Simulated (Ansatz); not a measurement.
# Cl2H2NSi radical: an energy map over two coordinates

A grid of calculations on Cl₂H₂NSi, SMILES N[Si](Cl)Cl, spin multiplicity 2, to see where the energy is lowest and how it rises around there.

Computed with Ansatz 0.2.0. Level: UKS PBE-D4/def2-SVP.

## (1) Starting geometry

SMILES `N[Si](Cl)Cl`, 6 atoms, charge 0, spin multiplicity 2.

Atoms are counted from 1 here; the program's logs count them from 0.

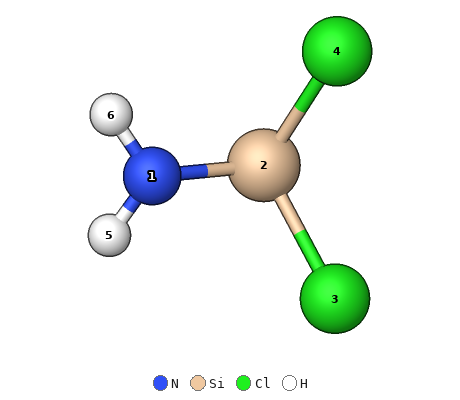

As it starts; nitrogen blue, silicon light orange, chlorine green, hydrogen white; atoms are numbered from 1 in the order of the file.

Geometry (Å):

```
N    -0.0136    0.9037   -0.1745
Si   -0.3543   -0.7107    0.3769
Cl    1.3240   -1.3083    1.4832
Cl   -0.5877   -1.8699   -1.3550
H     0.2980    1.6017    0.5079
H    -0.6244    1.3194   -0.8845
```

This geometry comes from a loose relaxation at PBE in a small basis, which is not shown.

## (2) The minimum at this level

File input.yaml:

```yaml
crystal:
  periodic: [false, false, false]
  atoms:
    - { symbol: "N", position_ang: [-0.013552, 0.903682, -0.174521] }
    - { symbol: Si, position_ang: [-0.354258, -0.710749, 0.376879] }
    - { symbol: Cl, position_ang: [1.324008, -1.308267, 1.483167] }
    - { symbol: Cl, position_ang: [-0.587712, -1.869856, -1.355018] }
    - { symbol: H, position_ang: [0.298017, 1.601746, 0.507861] }
    - { symbol: H, position_ang: [-0.624403, 1.319443, -0.884469] }
magnetization:
  spin_polarized: true
  initial_magnetization: 1
basis:
  gaussian: { orbitals: def2-SVP }
hamiltonian:
  xc: pbe
  dispersion: d4
output:
  forces: true
relax:
  f_tol: 0.003
  max_steps: 120
```

Started as:

```bash
ansatz run input.yaml --threads 1 --pin off --max-ram 2560MiB --backend cpu --events-out ev --progress --plain --runs-dir out
```

What it wrote (excerpt; [...] marks lines left out):

```text
Warning: RAYON_NUM_THREADS=1 ignored (pool sized by the plan → 1); use --threads N
[...]
Functional definition: PBE
[...]
874 factors; their error is unknown
[...]
mean field -34420.15381858 eV, -1264.9173220146 hartree, gradient 1.9e-5 eV, S^2 0.751700; 0 other end points of the search recorded, 0 dependent functions left out
[...]
reference -34420.15384768 eV, -1264.9173230840 hartree; 29, 28 occupied and 49, 50 virtual orbitals, 874 factors
relax step   1: F+E_penalty+E_count = -34420.33245066 eV  Δ(F+E_penalty+E_count) = +0.000e0 eV  max|allowed force component| = 6.226e-3 eV/Å  Δτ_max = 0.0000 Å  (29 SCF iters, accepted)
[...]
relax step   3: F+E_penalty+E_count = -34420.33245905 eV  Δ(F+E_penalty+E_count) = -1.808e-6 eV  max|allowed force component| = 4.615e-3 eV/Å  Δτ_max = 0.0003 Å  (19 SCF iters, accepted)
[...]
relax step   4: F+E_penalty+E_count = -34420.33246317 eV  Δ(F+E_penalty+E_count) = -4.124e-6 eV  max|allowed force component| = 2.255e-3 eV/Å  Δτ_max = 0.0021 Å  (23 SCF iters, accepted)
874 factors; their error is unknown
mean field -34420.15385379 eV, -1264.9173233086 hartree, gradient 2.5e-5 eV, S^2 0.751700; 1 other end points of the search recorded, 0 dependent functions left out
[...]
reference -34420.15388289 eV, -1264.9173243779 hartree; 29, 28 occupied and 49, 50 virtual orbitals, 874 factors
Total energy: -34420.33249227 eV, -1264.9238881515 hartree
Atom 0 at    -0.014497     0.903386    -0.174709 Å, force    -0.002255     0.000457    -0.000425 eV/Å
Atom 1 at    -0.354509    -0.711325     0.375822 Å, force     0.001675     0.000130    -0.000619 eV/Å
Atom 2 at     1.323058    -1.306880     1.484497 Å, force    -0.000523     0.000052     0.000237 eV/Å
Atom 3 at    -0.586804    -1.871011    -1.355969 Å, force    -0.000200    -0.000218     0.000371 eV/Å
Atom 4 at     0.301523     1.600551     0.506596 Å, force     0.000380    -0.000813    -0.000164 eV/Å
Atom 5 at    -0.626671     1.321279    -0.882338 Å, force     0.000922     0.000392     0.000600 eV/Å
Dipole moment:    -0.201948     0.583169     0.019127 e Å
```

Run time: 27 s. Hardware: 1 thread of Arm Neoverse N1, shared host; peak memory 0.16 GiB.

The steps of the relaxation:

| step | energy from step 1 (eV) | largest force component (eV/Å) |
| --- | --- | --- |
| 1 | 0.0000 | 0.0062 |
| 2 | 0.0000 | 0.0058 |
| 3 | 0.0000 | 0.0046 |
| 4 | 0.0000 | 0.0023 |

Distances of close pairs at the start and the end, largest changes first:

| bond | before (Å) | after (Å) | change (Å) |
| --- | --- | --- | --- |
| N1–Si2 | 1.740 | 1.740 | -0.000 |
| Si2–Cl3 | 2.097 | 2.097 | +0.000 |
| Si2–Cl4 | 2.097 | 2.097 | +0.000 |
| N1–H6 | 1.025 | 1.025 | +0.000 |
| N1–H5 | 1.025 | 1.025 | +0.000 |

## (3) Setting up the map

First coordinate, umbrella angle at N1 (between each of its bonds and their common axis; 90 is planar): 15 values from 66.0 to 114.0 °. Second coordinate, change of the bonds N1–Si2, N1–H5, N1–H6, all alike: 15 values from −0.139 to 0.215 Å.

Nothing else is relaxed (all other coordinates rigid). Energies count from the relaxed molecule at the same level. Points are written as (first, second).

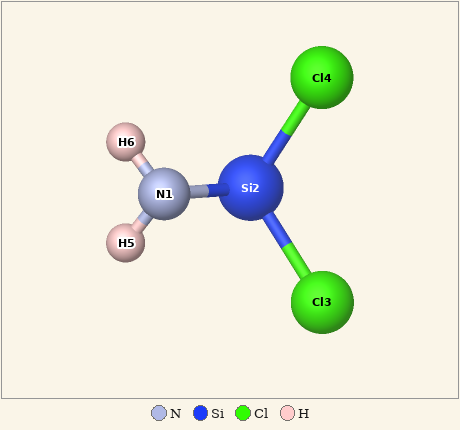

The geometry at (114.0°, −0.013 Å).

Of the runs on the grid, 3 are shown in the steps below; the others differ only in the two coordinates.

## (4) The run at (114.0°, −0.013 Å)

File input.yaml:

```yaml
crystal:
  periodic: [false, false, false]
  atoms:
    - { symbol: "N", position_ang: [-0.014497, 0.903386, -0.174709] }
    - { symbol: Si, position_ang: [-0.65488, -0.531632, 0.540525] }
    - { symbol: Cl, position_ang: [0.855882, -1.275639, 1.790375] }
    - { symbol: Cl, position_ang: [-1.052906, -1.837718, -1.051219] }
    - { symbol: H, position_ang: [0.084965, 1.578053, 0.572648] }
    - { symbol: H, position_ang: [-0.768458, 1.32128, -0.704392] }
magnetization:
  spin_polarized: true
  initial_magnetization: 1
basis:
  gaussian: { orbitals: def2-SVP }
hamiltonian:
  xc: pbe
  dispersion: d4
output:
  forces: true
```

Started as:

```bash
ansatz run input.yaml --threads 1 --pin off --max-ram 2560MiB --backend cpu --events-out ev --progress --plain --runs-dir out
```

What it wrote (excerpt; [...] marks lines left out):

```text
Warning: RAYON_NUM_THREADS=1 ignored (pool sized by the plan → 1); use --threads N
[...]
Functional definition: PBE
[...]
874 factors; their error is unknown
[...]
mean field -34419.99378265 eV, -1264.9114408027 hartree, gradient 4.5e-5 eV, S^2 0.751630; 0 other end points of the search recorded, 0 dependent functions left out
[...]
reference -34419.99381159 eV, -1264.9114418662 hartree; 29, 28 occupied and 49, 50 virtual orbitals, 874 factors
Total energy: -34420.17308285 eV, -1264.9180299634 hartree
Atom 0 at    -0.014497     0.903386    -0.174709 Å, force     0.051457     0.146132    -0.063783 eV/Å
Atom 1 at    -0.654880    -0.531632     0.540525 Å, force    -0.134022    -1.106080     0.311423 eV/Å
Atom 2 at     0.855882    -1.275639     1.790375 Å, force    -0.071279    -0.021325    -0.049618 eV/Å
Atom 3 at    -1.052906    -1.837718    -1.051219 Å, force     0.020230     0.004253     0.086433 eV/Å
Atom 4 at     0.084965     1.578053     0.572648 Å, force     0.647014     0.662577     0.726172 eV/Å
Atom 5 at    -0.768458     1.321280    -0.704392 Å, force    -0.513400     0.314443    -1.010627 eV/Å
Dipole moment:    -0.232622     0.564446     0.043459 e Å
```

Wall time 5.5 s (1 thread of Arm Neoverse N1, shared host); peak memory 0.12 GiB.

Energy on the map's scale: 15 kJ/mol.

## (5) The run at (100.3°, −0.013 Å)

File input.yaml:

```yaml
crystal:
  periodic: [false, false, false]
  atoms:
    - { symbol: "N", position_ang: [-0.014497, 0.903386, -0.174709] }
    - { symbol: Si, position_ang: [-0.330081, -0.708029, 0.358841] }
    - { symbol: Cl, position_ang: [1.357831, -1.291523, 1.458188] }
    - { symbol: Cl, position_ang: [-0.55209, -1.855809, -1.382207] }
    - { symbol: H, position_ang: [0.311847, 1.591379, 0.491455] }
    - { symbol: H, position_ang: [-0.607281, 1.314835, -0.883914] }
magnetization:
  spin_polarized: true
  initial_magnetization: 1
basis:
  gaussian: { orbitals: def2-SVP }
hamiltonian:
  xc: pbe
  dispersion: d4
output:
  forces: true
```

Started as:

```bash
ansatz run input.yaml --threads 1 --pin off --max-ram 2560MiB --backend cpu --events-out ev --progress --plain --runs-dir out
```

What it wrote (excerpt; [...] marks lines left out):

```text
Warning: RAYON_NUM_THREADS=1 ignored (pool sized by the plan → 1); use --threads N
[...]
Functional definition: PBE
[...]
874 factors; their error is unknown
[...]
mean field -34420.14456100 eV, -1264.9169818049 hartree, gradient 2.0e-5 eV, S^2 0.751668; 0 other end points of the search recorded, 0 dependent functions left out
[...]
reference -34420.14458992 eV, -1264.9169828678 hartree; 29, 28 occupied and 49, 50 virtual orbitals, 874 factors
Total energy: -34420.32368472 eV, -1264.9235644800 hartree
Atom 0 at    -0.014497     0.903386    -0.174709 Å, force     0.170472    -0.326326    -0.050035 eV/Å
Atom 1 at    -0.330081    -0.708029     0.358841 Å, force    -0.032247    -0.263242     0.074737 eV/Å
Atom 2 at     1.357831    -1.291523     1.458188 Å, force     0.004322    -0.006919     0.014994 eV/Å
Atom 3 at    -0.552090    -1.855809    -1.382207 Å, force    -0.010331    -0.011520    -0.007109 eV/Å
Atom 4 at     0.311847     1.591379     0.491455 Å, force     0.187785     0.379879     0.363651 eV/Å
Atom 5 at    -0.607281     1.314835    -0.883914 Å, force    -0.320001     0.228128    -0.396236 eV/Å
Dipole moment:    -0.199144     0.586998     0.016491 e Å
```

Wall time 5.5 s (1 thread of Arm Neoverse N1, shared host); peak memory 0.12 GiB.

On the map this point reads 0.8 kJ/mol.

## (6) Grid point (110.6°, −0.139 Å)

File input.yaml:

```yaml
crystal:
  periodic: [false, false, false]
  atoms:
    - { symbol: "N", position_ang: [-0.014497, 0.903386, -0.174709] }
    - { symbol: Si, position_ang: [-0.535933, -0.47499, 0.44971] }
    - { symbol: Cl, position_ang: [1.022205, -1.184319, 1.660962] }
    - { symbol: Cl, position_ang: [-0.886909, -1.74691, -1.180312] }
    - { symbol: H, position_ang: [0.122783, 1.500121, 0.465283] }
    - { symbol: H, position_ang: [-0.64277, 1.269787, -0.68027] }
magnetization:
  spin_polarized: true
  initial_magnetization: 1
basis:
  gaussian: { orbitals: def2-SVP }
hamiltonian:
  xc: pbe
  dispersion: d4
output:
  forces: true
```

Started as:

```bash
ansatz run input.yaml --threads 1 --pin off --max-ram 2560MiB --backend cpu --events-out ev --progress --plain --runs-dir out
```

What it wrote (excerpt; [...] marks lines left out):

```text
Warning: RAYON_NUM_THREADS=1 ignored (pool sized by the plan → 1); use --threads N
[...]
Functional definition: PBE
[...]
874 factors; their error is unknown
[...]
mean field -34418.47866078 eV, -1264.8557611010 hartree, gradient 4.8e-5 eV, S^2 0.751468; 0 other end points of the search recorded, 0 dependent functions left out
[...]
reference -34418.47868896 eV, -1264.8557621363 hartree; 29, 28 occupied and 49, 50 virtual orbitals, 874 factors
Total energy: -34418.66257974 eV, -1264.8625199982 hartree
Atom 0 at    -0.014497     0.903386    -0.174709 Å, force     5.570920    -5.264310    -2.662552 eV/Å
Atom 1 at    -0.535933    -0.474990     0.449710 Å, force    -1.311634    -5.037727     1.885473 eV/Å
Atom 2 at     1.022205    -1.184319     1.660962 Å, force    -0.046209    -0.071959     0.056902 eV/Å
Atom 3 at    -0.886909    -1.746910    -1.180312 Å, force    -0.056644    -0.075949     0.041027 eV/Å
Atom 4 at     0.122783     1.500121     0.465283 Å, force     2.320645     6.548244     6.922482 eV/Å
Atom 5 at    -0.642770     1.269787    -0.680270 Å, force    -6.477078     3.901701    -6.243332 eV/Å
Dipole moment:    -0.213532     0.619204     0.019805 e Å
```

Run time: 5.7 s. Hardware: 1 thread of Arm Neoverse N1, shared host; peak memory 0.13 GiB.

On the map this point reads 161 kJ/mol.

## (7) The map

225 points were computed. Energies in kJ/mol, from the relaxed molecule at the same level:

```
change of the bonds N1–Si2, N1–H5, N1–H6, all alike (Å) ↓, umbrella angle at N1 (between each of its bonds and their common axis; 90 is planar) (°) →  66.0  69.4  72.9  76.3  79.7  83.1  86.6  90.0  93.4  96.9  100.3  103.7  107.1  110.6  114.0
                                                                                                                                                0.215   160   164   170   175   178   180   180   178   174   169    162    156    149    143    139
                                                                                                                                                0.189   133   136   140   144   146   148   148   146   143   138    132    126    120    116    113
                                                                                                                                                0.164   108   110   113   115   118   119   119   117   114   110    105     99     95     91     89
                                                                                                                                                0.139    86    86    88    89    91    92    91    90    87    83     79     75     71     68     68
                                                                                                                                                0.114    66    65    65    66    67    67    67    65    63    60     56     52     50     48     49
                                                                                                                                                0.088    49    46    45    45    45    45    45    43    41    38     35     33     31     30     32
                                                                                                                                                0.063    36    32    30    29    28    28    27    26    24    21     19     17     16     17     21
                                                                                                                                                0.038    27    22    19    17    16    15    14    12    11     9      7      6      7      9     13
                                                                                                                                                0.013    24    18    14    11     9     7     6     5     3     2      1      1      2      5     11
                                                                                                                                               −0.013    28    20    14    11     8     6     4     3     2     1      1      2      4      8     15
                                                                                                                                               −0.038    38    29    23    18    15    12    10     9     8     8      8     10     13     18     27
                                                                                                                                               −0.063    58    47    39    34    30    27    25    23    23    23     24     26     30     37     47
                                                                                                                                               −0.088    87    75    66    59    55    51    49    48    47    47     49     52     58     66     77
                                                                                                                                               −0.114   129   116   105    98    93    89    86    85    84    85     88     92     98    107    120
                                                                                                                                               −0.139   183   168   157   149   143   138   135   134   134   135    138    143    150    161    175
```

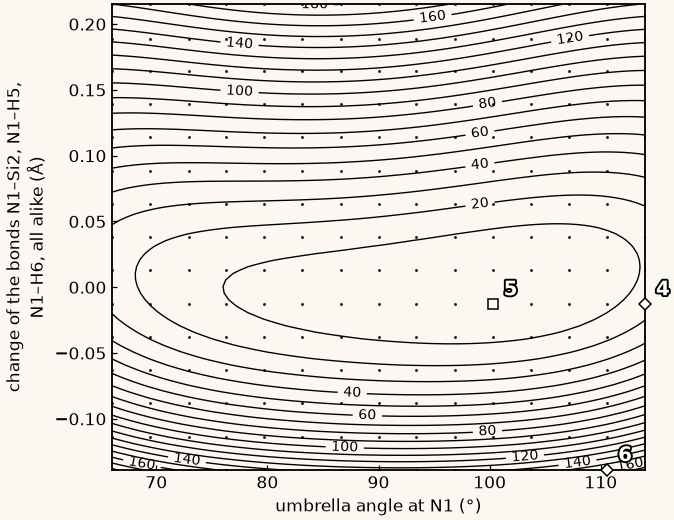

The map; numbers mark the steps of this session that print a point's run. Drawn: contour lines labelled in kJ/mol, dots at the grid points. Between grid points the surface is interpolated.

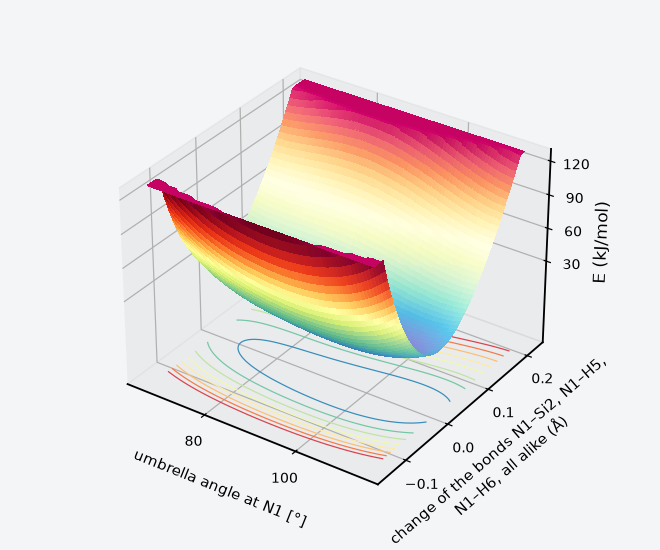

The same map in relief. Drawn: a relief with its contours projected below, any walls above the top of the colour scale cut off.

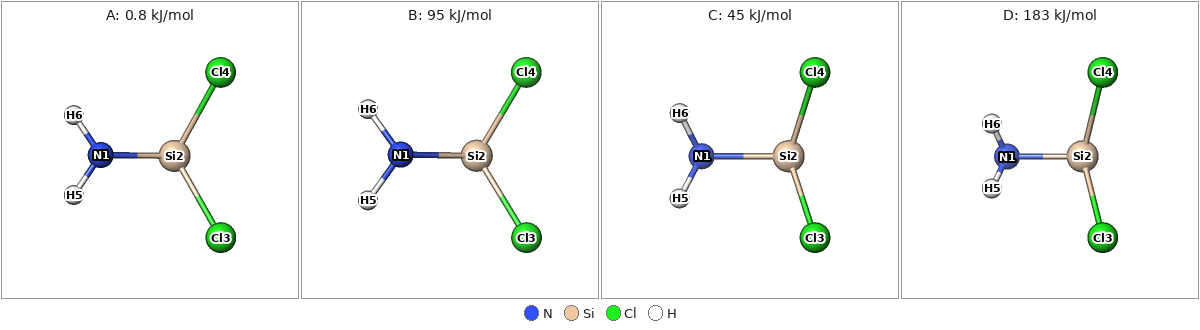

Structures on the grid, at one scale: A at (100.3°, −0.013 Å); B at (107.1°, 0.164 Å); C at (72.9°, 0.088 Å); D at (66.0°, −0.139 Å).

The dipole moment (D) at each point:

| change of the bonds N1–Si2, N1–H5, N1–H6, all alike (Å) ↓, umbrella angle at N1 (between each of its bonds and their common axis; 90 is planar) (°) → | 66.0 | 69.4 | 72.9 | 76.3 | 79.7 | 83.1 | 86.6 | 90.0 | 93.4 | 96.9 | 100.3 | 103.7 | 107.1 | 110.6 | 114.0 |
| --- | --- | --- | --- | --- | --- | --- | --- | --- | --- | --- | --- | --- | --- | --- | --- |
| 0.215 | 0.69 | 0.78 | 0.96 | 1.20 | 1.48 | 1.75 | 2.01 | 2.21 | 2.36 | 2.47 | 2.53 | 2.56 | 2.57 | 2.55 | 2.52 |
| 0.189 | 0.75 | 0.87 | 1.06 | 1.30 | 1.56 | 1.83 | 2.07 | 2.26 | 2.42 | 2.52 | 2.59 | 2.62 | 2.62 | 2.61 | 2.58 |
| 0.164 | 0.82 | 0.96 | 1.15 | 1.39 | 1.65 | 1.90 | 2.13 | 2.32 | 2.47 | 2.58 | 2.64 | 2.67 | 2.68 | 2.66 | 2.63 |
| 0.139 | 0.89 | 1.04 | 1.25 | 1.48 | 1.73 | 1.97 | 2.19 | 2.37 | 2.52 | 2.63 | 2.69 | 2.73 | 2.73 | 2.71 | 2.68 |
| 0.114 | 0.96 | 1.13 | 1.34 | 1.57 | 1.80 | 2.04 | 2.25 | 2.43 | 2.57 | 2.68 | 2.74 | 2.78 | 2.78 | 2.76 | 2.73 |
| 0.088 | 1.03 | 1.21 | 1.42 | 1.65 | 1.88 | 2.11 | 2.32 | 2.49 | 2.63 | 2.73 | 2.79 | 2.83 | 2.83 | 2.81 | 2.78 |
| 0.063 | 1.10 | 1.29 | 1.51 | 1.73 | 1.96 | 2.18 | 2.38 | 2.54 | 2.68 | 2.78 | 2.84 | 2.87 | 2.88 | 2.86 | 2.82 |
| 0.038 | 1.17 | 1.37 | 1.59 | 1.81 | 2.03 | 2.24 | 2.44 | 2.60 | 2.73 | 2.83 | 2.89 | 2.92 | 2.92 | 2.90 | 2.86 |
| 0.013 | 1.24 | 1.44 | 1.66 | 1.89 | 2.10 | 2.31 | 2.50 | 2.65 | 2.78 | 2.87 | 2.93 | 2.96 | 2.96 | 2.94 | 2.90 |
| −0.013 | 1.31 | 1.52 | 1.74 | 1.96 | 2.18 | 2.38 | 2.56 | 2.71 | 2.83 | 2.92 | 2.98 | 3.01 | 3.01 | 2.98 | 2.94 |
| −0.038 | 1.37 | 1.59 | 1.81 | 2.03 | 2.24 | 2.44 | 2.62 | 2.76 | 2.88 | 2.97 | 3.02 | 3.05 | 3.04 | 3.02 | 2.97 |
| −0.063 | 1.44 | 1.65 | 1.88 | 2.10 | 2.31 | 2.50 | 2.67 | 2.82 | 2.93 | 3.01 | 3.06 | 3.08 | 3.08 | 3.05 | 3.01 |
| −0.088 | 1.50 | 1.72 | 1.95 | 2.17 | 2.37 | 2.56 | 2.73 | 2.87 | 2.98 | 3.06 | 3.10 | 3.12 | 3.12 | 3.09 | 3.04 |
| −0.114 | 1.57 | 1.79 | 2.02 | 2.23 | 2.44 | 2.62 | 2.79 | 2.92 | 3.03 | 3.10 | 3.14 | 3.16 | 3.15 | 3.12 | 3.07 |
| −0.139 | 1.63 | 1.85 | 2.08 | 2.30 | 2.50 | 2.68 | 2.84 | 2.97 | 3.07 | 3.14 | 3.18 | 3.20 | 3.18 | 3.15 | 3.09 |

On the same grid, largest force on an atom (eV/Å):

| change of the bonds N1–Si2, N1–H5, N1–H6, all alike (Å) ↓, umbrella angle at N1 (between each of its bonds and their common axis; 90 is planar) (°) → | 66.0 | 69.4 | 72.9 | 76.3 | 79.7 | 83.1 | 86.6 | 90.0 | 93.4 | 96.9 | 100.3 | 103.7 | 107.1 | 110.6 | 114.0 |
| --- | --- | --- | --- | --- | --- | --- | --- | --- | --- | --- | --- | --- | --- | --- | --- |
| 0.215 | 4.4 | 4.5 | 4.6 | 4.7 | 4.8 | 4.8 | 4.9 | 4.9 | 4.8 | 4.8 | 4.7 | 4.6 | 4.5 | 4.4 | 4.6 |
| 0.189 | 4.3 | 4.2 | 4.4 | 4.5 | 4.5 | 4.6 | 4.6 | 4.6 | 4.6 | 4.6 | 4.5 | 4.4 | 4.3 | 4.2 | 4.4 |
| 0.164 | 4.1 | 4.0 | 4.1 | 4.2 | 4.3 | 4.3 | 4.3 | 4.3 | 4.3 | 4.3 | 4.2 | 4.1 | 4.0 | 3.9 | 4.2 |
| 0.139 | 3.9 | 3.6 | 3.7 | 3.8 | 3.9 | 4.0 | 4.0 | 4.0 | 4.0 | 3.9 | 3.9 | 3.8 | 3.7 | 3.5 | 4.0 |
| 0.114 | 3.6 | 3.2 | 3.3 | 3.4 | 3.5 | 3.5 | 3.5 | 3.6 | 3.5 | 3.5 | 3.4 | 3.3 | 3.2 | 3.1 | 3.6 |
| 0.088 | 3.1 | 2.7 | 2.7 | 2.8 | 2.9 | 3.0 | 3.0 | 3.0 | 3.0 | 2.9 | 2.9 | 2.8 | 2.7 | 2.7 | 3.2 |
| 0.063 | 2.6 | 2.2 | 2.1 | 2.2 | 2.3 | 2.3 | 2.3 | 2.4 | 2.3 | 2.3 | 2.2 | 2.1 | 2.0 | 2.2 | 2.6 |
| 0.038 | 1.9 | 1.6 | 1.4 | 1.4 | 1.5 | 1.6 | 1.6 | 1.6 | 1.6 | 1.5 | 1.5 | 1.4 | 1.3 | 1.6 | 1.9 |
| 0.013 | 1.0 | 0.9 | 0.7 | 0.7 | 0.8 | 0.8 | 0.8 | 0.8 | 0.7 | 0.6 | 0.6 | 0.5 | 0.6 | 0.9 | 1.1 |
| −0.013 | 1.1 | 0.9 | 0.7 | 0.6 | 0.5 | 0.5 | 0.5 | 0.5 | 0.5 | 0.5 | 0.6 | 0.7 | 0.8 | 1.0 | 1.2 |
| −0.038 | 2.3 | 2.1 | 2.0 | 1.9 | 1.8 | 1.7 | 1.7 | 1.7 | 1.7 | 1.8 | 1.8 | 1.9 | 2.0 | 2.2 | 2.4 |
| −0.063 | 3.7 | 3.6 | 3.4 | 3.3 | 3.3 | 3.2 | 3.2 | 3.2 | 3.2 | 3.2 | 3.3 | 3.4 | 3.5 | 3.7 | 3.8 |
| −0.088 | 5.5 | 5.3 | 5.2 | 5.1 | 5.0 | 4.9 | 4.9 | 4.9 | 4.9 | 5.0 | 5.0 | 5.1 | 5.2 | 5.4 | 5.6 |
| −0.114 | 7.5 | 7.4 | 7.2 | 7.1 | 7.1 | 7.0 | 7.0 | 7.0 | 7.0 | 7.0 | 7.1 | 7.2 | 7.3 | 7.5 | 7.6 |
| −0.139 | 9.9 | 9.7 | 9.6 | 9.5 | 9.4 | 9.4 | 9.3 | 9.3 | 9.4 | 9.4 | 9.5 | 9.6 | 9.7 | 9.8 | 10.0 |

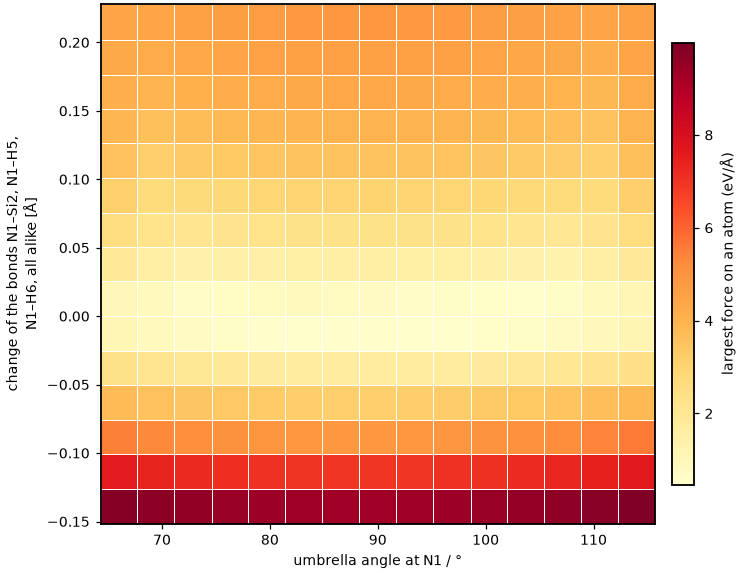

The largest force on an atom over the grid. Drawn: one coloured cell a grid point.

## (8) What came out

| quantity | value |
| --- | --- |
| lowest point | (100.3°, −0.013 Å), 0.8 kJ/mol |
| highest computed point | (66.0°, −0.139 Å), 182 kJ/mol above the lowest |
| dipole moment (D) | 0.69 at (66.0°, 0.215 Å) to 3.20 at (103.7°, −0.139 Å); 2.98 at the lowest point |
| largest force on an atom (eV/Å) | 0.5 at (103.7°, 0.013 Å) to 10.0 at (114.0°, −0.139 Å); 0.6 at the lowest point |
| time for the whole task | 22 min on 1 thread, shared host |

In words: The lowest computed point is at (100.3°, −0.013 Å), 0.8 kJ/mol from the relaxed molecule at the same level. The grid is coarse, so the lowest point of the scanned range may lie between grid points; coordinates that were held can hide deeper minima. No other kind of well shows on this grid. The highest computed point, (66.0°, −0.139 Å), lies 182 kJ/mol above the lowest. Round the minimum the valley is somewhat tilted: raising the first coordinate shifts the best value of the second coordinate upwards (coupling k₁₂/√(k₁₁k₂₂) about −0.3).
